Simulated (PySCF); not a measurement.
**RuOCl₂: relaxation and vibrations of the singlet**

Where does singlet RuOCl₂ go from a T-shaped (ligand arrangement 1) start, is the end point a minimum, and what are its modes, charges and moments?

Computed with PySCF 2.14.0. Level: PBE0, basis Ru def2-TZVP with ECP28, O def2-TZVP, Cl def2-TZVP, scalar-relativistic core potentials, no spin–orbit coupling, density fitting.

**1. Starting geometry**

4 atoms, charge 0, spin multiplicity 1.

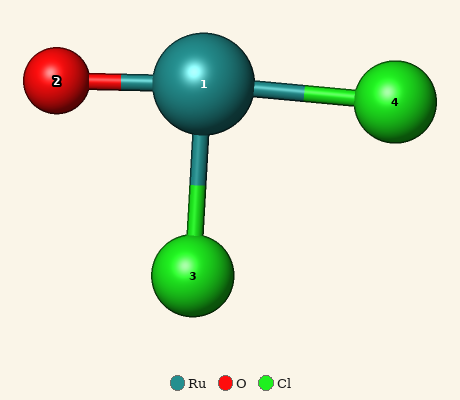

As it starts; ruthenium teal, oxygen red, chlorine green; atoms are numbered from 1 in the order of the file.

```xyz
4
charge 0 multiplicity 1
Ru    0.0000    0.0000    0.0000
O    -1.7090    0.0000    0.0597
Cl    0.0000    0.0000    2.2400
Cl    2.2386    0.0000    0.0782
```

**2. The SCF at the typed geometry**

One driver script runs all steps and calls PySCF; scf.py shows how it sets up the SCF of each step. The optimiser is the driver's own. After this first run the driver tries any further starts and a stability analysis.

Input file scf.py:

```python
from pyscf import gto, scf, dft
mol = gto.M(atom='''
Ru     0.000000     0.000000     0.000000
O     -1.709000     0.000000     0.059700
Cl     0.000000     0.000000     2.240000
Cl     2.238600     0.000000     0.078200''',
    basis={'Ru': 'def2-TZVP', 'O': 'def2-TZVP', 'Cl': 'def2-TZVP'},
    ecp={'Ru': 'def2-TZVP'},
    charge=0, spin=0)
mf = dft.RKS(mol, xc='PBE0')
mf.grids.atom_grid = (50, 194)
aux = {'Ru': 'def2-universal-JKFIT', 'O': 'def2-universal-JKFIT', 'Cl': 'def2-universal-JKFIT'}
mf = mf.density_fit(auxbasis=aux)
mf.conv_tol = 1e-08
mf.diis_space = 10
mf.max_cycle = 60
mf.init_guess = 'minao'
mf.verbose = 4
mf.kernel()
```

The run is started by

```sh
> OMP_NUM_THREADS=4 python axn.py task.json out
```

Output (excerpt; [...] marks lines left out):

```text
[... the frontier levels of the middle cycles are left out ...]
init E= -1082.35704003048
  HOMO = -0.580633274908846  LUMO = -0.556796642191807  gap/eV = 0.64863
cycle= 1 E= -1089.50320780989  delta_E= -7.15  |g|= 1.75  |ddm|= 4.68
cycle= 2 E= -1083.64305687406  delta_E= 5.86  |g|= 4.44  |ddm|= 6.92
  HOMO = -0.282693402122769  LUMO = -0.21895802847072  gap/eV = 1.73433
cycle= 3 E= -1089.71176269683  delta_E= -6.07  |g|= 1.56  |ddm|= 6.68
cycle= 4 E= -1089.74406414437  delta_E= -0.0323  |g|= 1.45  |ddm|= 1.31
cycle= 5 E= -1090.15842104231  delta_E= -0.414  |g|= 0.268  |ddm|= 0.755
cycle= 6 E= -1090.1633630304  delta_E= -0.00494  |g|= 0.189  |ddm|= 0.334
cycle= 7 E= -1090.17206786647  delta_E= -0.0087  |g|= 0.0653  |ddm|= 0.185
cycle= 8 E= -1090.17292187567  delta_E= -0.000854  |g|= 0.0228  |ddm|= 0.0333
cycle= 9 E= -1090.1730205747  delta_E= -9.87e-05  |g|= 0.00331  |ddm|= 0.0102
cycle= 10 E= -1090.17302444554  delta_E= -3.87e-06  |g|= 0.00105  |ddm|= 0.00433
cycle= 11 E= -1090.17302539752  delta_E= -9.52e-07  |g|= 0.000539  |ddm|= 0.0024
cycle= 12 E= -1090.17302620335  delta_E= -8.06e-07  |g|= 0.000289  |ddm|= 0.0027
cycle= 13 E= -1090.17302706367  delta_E= -8.6e-07  |g|= 0.000219  |ddm|= 0.00376
cycle= 14 E= -1090.17302772251  delta_E= -6.59e-07  |g|= 0.000165  |ddm|= 0.00394
cycle= 15 E= -1090.17302830049  delta_E= -5.78e-07  |g|= 5.63e-05  |ddm|= 0.00697
cycle= 16 E= -1090.17302832588  delta_E= -2.54e-08  |g|= 2.22e-05  |ddm|= 0.0015
cycle= 17 E= -1090.17302832678  delta_E= -9.02e-10  |g|= 6.65e-06  |ddm|= 0.000299
  HOMO = -0.290544696535768  LUMO = -0.19949681388726  gap/eV = 2.47754
Extra cycle  E= -1090.17302832671  delta_E= 7.55e-11  |g|= 2.46e-05  |ddm|= 2e-05
converged SCF energy = -1090.17302832671
```

This step, with its further starts and checks, ran for 15 s (4 threads of Arm Neoverse V1, shared host).

Energies from each starting density:

```tsv
start	energy (Eh)
the minimal-basis guess	-1090.173028
a thermally smeared density	-1090.173028
a smeared PBE density	-1090.173028
```

No lower closed-shell solution turned up from the other starts or in the test of internal stability.

**3. Relaxation: T-shaped (ligand arrangement 1) start, singlet**

The program finds Cs symmetry in the start, which this walk keeps. The walk stops when the largest gradient is under 0.0003 Eh/bohr and the energy has settled too.

Changes to scf.py since step 2:

```diff
@@ -3,4 +3,4 @@
-Ru     0.000000     0.000000     0.000000
-O     -1.709000     0.000000     0.059700
-Cl     0.000000     0.000000     2.240000
-Cl     2.238600     0.000000     0.078200''',
+Ru    -0.271224     0.000000    -0.436654
+O     -1.980224     0.000000    -0.376954
+Cl    -0.271224     0.000000     1.803346
+Cl     1.967376     0.000000    -0.358454''',
@@ -17 +16,0 @@
-mf.init_guess = 'minao'
```

Steps of the walk:

```tsv
step	energy (Eh)	change (kJ/mol)	largest symmetric gradient (Eh/bohr)
0	-1090.173028	0.00	0.08499
1	-1090.195531	-59.08	0.04572
2	-1090.221562	-127.42	0.03243
3	-1090.225244	-137.09	0.08791
4	-1090.235275	-163.43	0.02667
5	-1090.237500	-169.27	0.00777
6	-1090.239098	-173.47	0.00692
7	-1090.239202	-173.74	0.00241
8	-1090.239214	-173.77	0.00097
9	-1090.239225	-173.80	0.00053
10	-1090.239230	-173.81	0.00049
11	-1090.239231	-173.81	0.00015
```

The walk took 31 s.

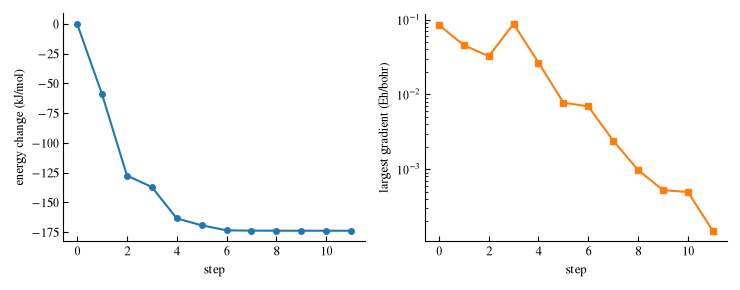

How energy and gradient fall.

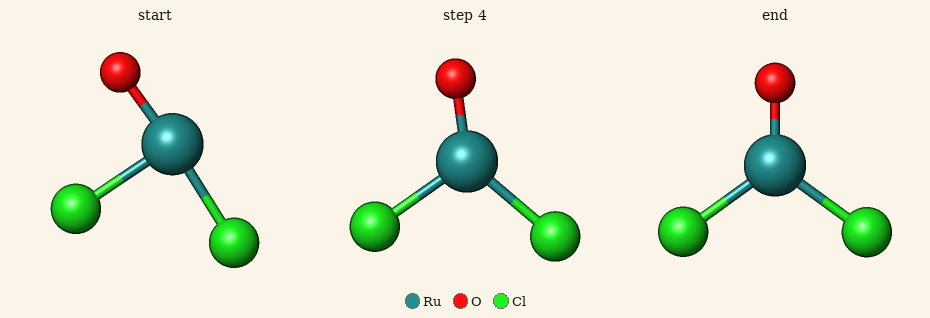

The geometry along the walk, at one scale.

After 11 steps and 173.8 kJ/mol it ends at C2v: Ru–Cl 2.185 Å (×2), Ru–O 1.590 Å; Cl–Ru–Cl 107.9°, Cl–Ru–O 126.0° (×2).

**4. Frequencies**

The point is checked on the finer grid, and tightened if its gradient asks for it. The Hessian and the dipole derivatives come from central differences of analytic gradients, with steps of 0.02 bohr.

Changes to scf.py since step 3:

```diff
@@ -3,4 +3,4 @@
-Ru    -0.271224     0.000000    -0.436654
-O     -1.980224     0.000000    -0.376954
-Cl    -0.271224     0.000000     1.803346
-Cl     1.967376     0.000000    -0.358454''',
+Ru    -0.284673     0.000000    -0.191870
+O     -1.603308     0.000000    -1.080630
+Cl    -0.205821     0.000000     1.991564
+Cl     1.768790     0.000000    -0.938122''',
@@ -11 +11 @@
-mf.grids.atom_grid = (50, 194)
+mf.grids.atom_grid = (75, 302)
@@ -14 +14 @@
-mf.conv_tol = 1e-08
+mf.conv_tol = 1e-10
```

The driver hands on the density of the step before, so the log starts near convergence.

SCF at the final geometry:

```text
init E= -1090.23918627992
  HOMO = -0.284343759632896  LUMO = -0.168686844772134  gap/eV = 3.14718
cycle= 1 E= -1090.23918627968  delta_E= 2.45e-10  |g|= 3.43e-05  |ddm|= 3.61e-05
  HOMO = -0.284347541870771  LUMO = -0.168696614183579  gap/eV = 3.14702
cycle= 2 E= -1090.23918627803  delta_E= 1.65e-09  |g|= 8.94e-05  |ddm|= 8.82e-05
  HOMO = -0.284345444499302  LUMO = -0.168689970920115  gap/eV = 3.14715
cycle= 3 E= -1090.23918627994  delta_E= -1.91e-09  |g|= 1.46e-05  |ddm|= 6.27e-05
  HOMO = -0.284344877032239  LUMO = -0.168689589408179  gap/eV = 3.14714
cycle= 4 E= -1090.23918627997  delta_E= -3.55e-11  |g|= 1.89e-06  |ddm|= 6.66e-06
  HOMO = -0.284345133620335  LUMO = -0.168689875874014  gap/eV = 3.14714
Extra cycle  E= -1090.23918627997  delta_E= 2.73e-12  |g|= 4.95e-06  |ddm|= 4.63e-06
converged SCF energy = -1090.23918627997
```

The whole step took 52 s.

Geometry: C2v; Ru–Cl 2.185 Å (×2), Ru–O 1.590 Å; Cl–Ru–Cl 107.9°, Cl–Ru–O 126.0° (×2).

Modes, for the most abundant isotopes:

```tsv
symmetry	ω (cm⁻¹)	IR (km/mol)	μ (u)	type
a1	120	0.4	37.93	bend
b1	161	2.2	26.61	bend
b2	200	10.2	19.22	bend
a1	413	25.8	38.10	stretch
b2	429	102	44.49	stretch
a1	1134	221	17.98	stretch
```

μ is the mass of the mode for normalised Cartesian displacements, not the reduced mass of the usual diatomic formula.

All wavenumbers are real: a minimum.

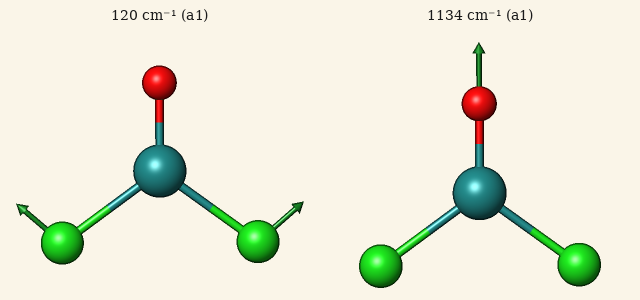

How the atoms move in 2 of the modes.

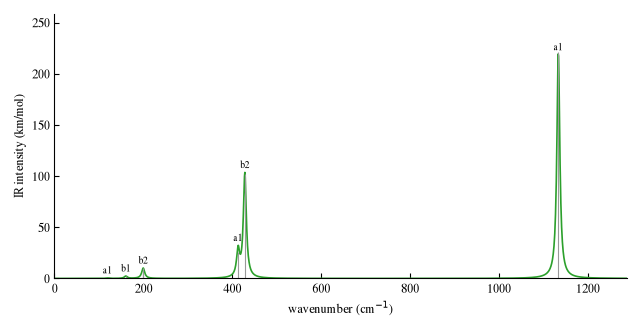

The harmonic infrared spectrum (widths in cm⁻¹). Lines are broadened to a width of 8 cm⁻¹ (Lorentzian).

Constants and moments:

- Dipole moment: 0.87 D
- Highest occupied level: -7.74 eV
- Lowest empty level: -4.59 eV
- Rotational constants: 0.1259, 0.07724, 0.04787 cm⁻¹
- Zero-point energy: 14.7 kJ/mol
- Principal polarisabilities: 40.8, 68.9, 81.4 bohr³
- Atomisation energy without zero-point energy: 1133 kJ/mol
- Principal traceless quadrupole moments about the centre of mass: -0.93, 0.15, 0.78 D Å
- Entropy at 298.15 K and 1 bar: 324.3 J/(mol K)
- Heat capacity Cp at 298.15 K: 69.9 J/(mol K)
- Enthalpy at 298.15 K above 0 K: 16.44 kJ/mol
- Rotational symmetry number: 2

Charges (e) and bond orders:

```json
{"atom": "Ru1", "Mulliken": "1.09", "Löwdin": "-0.02", "polar tensor": "1.67", "Mayer order to Ru1": "–"}
{"atom": "O2", "Mulliken": "-0.43", "Löwdin": "-0.13", "polar tensor": "-0.72", "Mayer order to Ru1": "1.99"}
{"atom": "Cl3,4", "Mulliken": "-0.33", "Löwdin": "0.07", "polar tensor": "-0.48", "Mayer order to Ru1": "1.01"}
```

Outer orbital energies (eV). occupied: -12.01, -10.98, -10.84, -10.47, -10.19, -9.67, -8.01, -7.74; empty: -4.59, -3.57, -3.38, 0.41.

Mulliken populations on Ru1 (outside its core potential): s 2.42, p 6.18, d 6.29, f 0.03.

**5. The broken-symmetry singlet**

A stability analysis found the closed shell of the lowest minimum unstable towards spin polarisation, so the unrestricted solution is followed.

The program finds C2v symmetry in the start, which may break. Threshold on the gradient: 0.0003 Eh/bohr, with a further test on the energy change.

Changes to scf.py since step 4:

```diff
@@ -3,4 +3,4 @@
-Ru    -0.284673     0.000000    -0.191870
-O     -1.603308     0.000000    -1.080630
-Cl    -0.205821     0.000000     1.991564
-Cl     1.768790     0.000000    -0.938122''',
+Ru    -0.284679     0.000000    -0.191874
+O     -1.603313     0.000000    -1.080634
+Cl    -0.205826     0.000000     1.991561
+Cl     1.768784     0.000000    -0.938126''',
@@ -10,2 +10,2 @@
-mf = dft.RKS(mol, xc='PBE0')
-mf.grids.atom_grid = (75, 302)
+mf = dft.UKS(mol, xc='PBE0')
+mf.grids.atom_grid = (50, 194)
@@ -14 +14 @@
-mf.conv_tol = 1e-10
+mf.conv_tol = 1e-08
```

Energy and gradient, step by step:

```tsv
step	energy (Eh)	change (kJ/mol)	largest gradient (Eh/bohr)
0	-1090.240452	0.00	0.01053
1	-1090.240623	-0.45	0.00343
2	-1090.240659	-0.54	0.00089
3	-1090.240684	-0.61	0.00133
4	-1090.240673	-0.58	0.00194
5	-1090.240693	-0.63	0.00058
6	-1090.240693	-0.63	0.00017
```

The walk took 32 s.

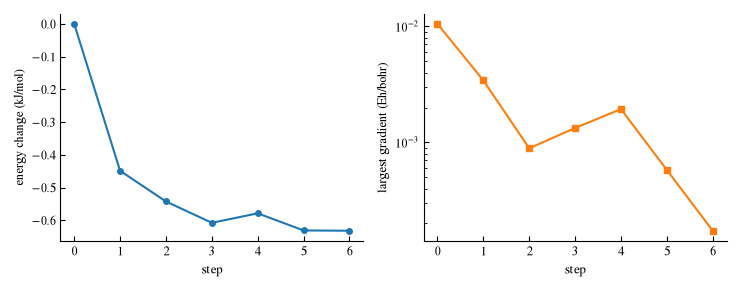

How energy and gradient fall.

It settles in C2v symmetry, 0.6 kJ/mol below the start, after 6 steps: Ru–Cl 2.190 Å (×2), Ru–O 1.601 Å; Cl–Ru–Cl 110.2°, Cl–Ru–O 124.9° (×2).

**6. Is it a minimum? Harmonic modes**

As before: finer grid, then central differences.

Changes to scf.py since step 5:

```diff
@@ -3,4 +3,4 @@
-Ru    -0.284679     0.000000    -0.191874
-O     -1.603313     0.000000    -1.080634
-Cl    -0.205826     0.000000     1.991561
-Cl     1.768784     0.000000    -0.938126''',
+Ru    -0.273810     0.000003    -0.184544
+O     -1.601598     0.000016    -1.079457
+Cl    -0.238155    -0.000007     2.004923
+Cl     1.769021    -0.000008    -0.973138''',
@@ -11 +11 @@
-mf.grids.atom_grid = (50, 194)
+mf.grids.atom_grid = (75, 302)
@@ -14 +14 @@
-mf.conv_tol = 1e-08
+mf.conv_tol = 1e-10
```

Log of the central SCF (cycles and frontier levels):

```text
init E= -1090.24064683852
[... the frontier-level lines of each cycle are left out ...]
cycle= 1 E= -1090.24064683852  delta_E= 3.87e-12  |g|= 3.79e-06  |ddm|= 3.56e-06
Extra cycle  E= -1090.24064683845  delta_E= 6.82e-11  |g|= 1.41e-05  |ddm|= 8.07e-06
converged SCF energy = -1090.24064683845  <S^2> = 0.40280539  2S+1 = 1.6159275
```

The whole step ran for 1.8 min (4 threads of Arm Neoverse V1, shared host).

Geometry: C2v; Ru–Cl 2.190 Å (×2), Ru–O 1.601 Å; Cl–Ru–Cl 110.2°, Cl–Ru–O 124.9° (×2).

Modes, for the most abundant isotopes:

```tsv
ω (cm⁻¹)	IR (km/mol)	type
112	0.7	bend
153	3.7	bend
198	7.9	bend
409	20.5	stretch
432	99.8	stretch
1062	242	stretch
```

All wavenumbers are real: a minimum.

The SCF density has lower symmetry than the nuclear frame, so the modes carry no labels.

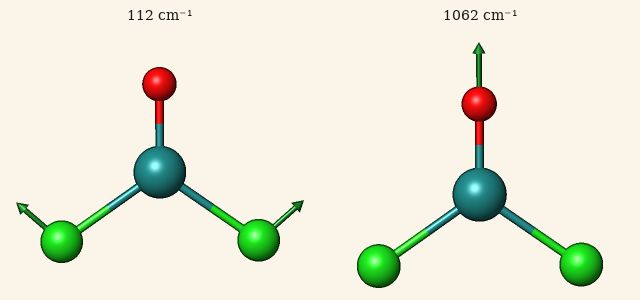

How the atoms move in 2 of the modes.

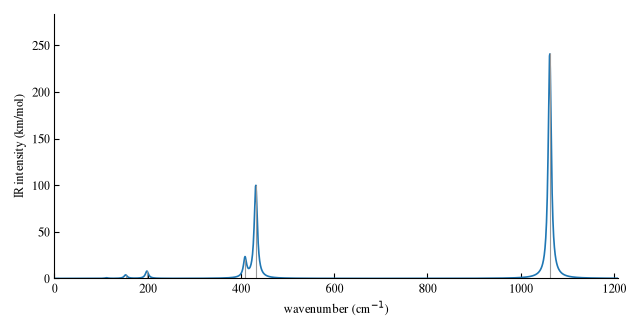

The harmonic infrared spectrum (widths in cm⁻¹). Lines are broadened to a width of 8 cm⁻¹ (Lorentzian).

Constants and moments:

* Dipole moment: 0.70 D
* Highest occupied level: -7.84 eV
* Lowest empty level: -4.48 eV
* Rotational constants: 0.1293, 0.07475, 0.04737 cm⁻¹
* Zero-point energy: 14.1 kJ/mol
* Principal polarisabilities: 40.0, 68.4, 81.7 bohr³
* Atomisation energy without zero-point energy: 1137 kJ/mol
* Principal traceless quadrupole moments about the centre of mass: -1.14, -0.49, 1.63 D Å
* Entropy at 298.15 K and 1 bar: 325.5 J/(mol K)
* Heat capacity Cp at 298.15 K: 70.3 J/(mol K)
* Enthalpy at 298.15 K above 0 K: 16.54 kJ/mol
* Rotational symmetry number: 2
* Spin squared ⟨S²⟩: 0.403

Populations by atom (charges in e):

| atom | Mulliken | Löwdin | polar tensor | spin (Mulliken) | Mayer order to Ru1 |
| --- | --- | --- | --- | --- | --- |
| Ru1 | 1.11 | 0.02 | 1.70 | 0.00 | – |
| O2 | -0.45 | -0.15 | -0.75 | 0.00 | 1.98 |
| Cl3,4 | -0.33 | 0.06 | -0.47 | 0.00 | 0.99 |

Outer orbital energies (eV). α occupied: -12.05, -10.94, -10.90, -10.41, -10.18, -9.69, -8.23, -7.84; empty: -4.48, -3.56, -3.46, 0.36. β occupied: -12.05, -10.94, -10.90, -10.41, -10.18, -9.69, -8.23, -7.84; empty: -4.48, -3.56, -3.46, 0.36.

Mulliken populations on Ru1 (outside its core potential): s 2.40, p 6.19, d 6.27, f 0.03.

**7. All stationary points**

| spin | group | bonds | imaginary modes (cm⁻¹) | ΔE (kJ/mol) | with zero-point energy |
| --- | --- | --- | --- | --- | --- |
| broken-symmetry (Ms = 0) | C2v (density of lower symmetry) | Ru–Cl 2.190 Å (×2), Ru–O 1.601 Å | none | 0.0 | 0.0 |
| singlet | C2v | Ru–Cl 2.185 Å (×2), Ru–O 1.590 Å | none | 3.8 | 4.4 |

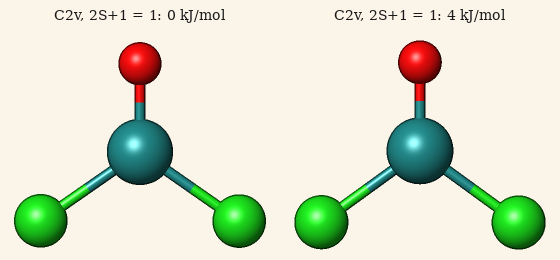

The points, lowest first (ruthenium teal, oxygen red, chlorine green).

**8. What came out**

| quantity | value |
| --- | --- |
| minimum | broken-symmetry (Ms = 0), C2v |
| geometry | Ru–Cl 2.190 Å (×2), Ru–O 1.601 Å; Cl–Ru–Cl 110.2°, Cl–Ru–O 124.9° (×2) |
| wavenumbers (cm⁻¹) | 112, 153, 198, 409, 432, 1062 |
| dipole moment | 0.70 D |
| highest occupied, lowest empty level (either spin) | -7.84, -4.48 eV |
| polar-tensor charge of Ru1 | +1.70 e |
| zero-point energy | 14.1 kJ/mol |
| entropy at 298.15 K | 325.5 J/(mol K) |
| atomisation energy (no zero-point energy) | 1137 kJ/mol |
| ⟨S²⟩ | 0.403 |

**Reading.** The T-shaped (ligand arrangement 1) start (Cs) ends in a minimum of C2v symmetry. The determinant is spin-contaminated (⟨S²⟩ = 0.40 against 0.00), so it is no pure spin state. The strongest infrared band lies at 1062 cm⁻¹ (stretch). Other starts or spin states, not run here, may lie lower. The SCF density has lower symmetry than the nuclear frame.

The search up to here took 4.2 min.
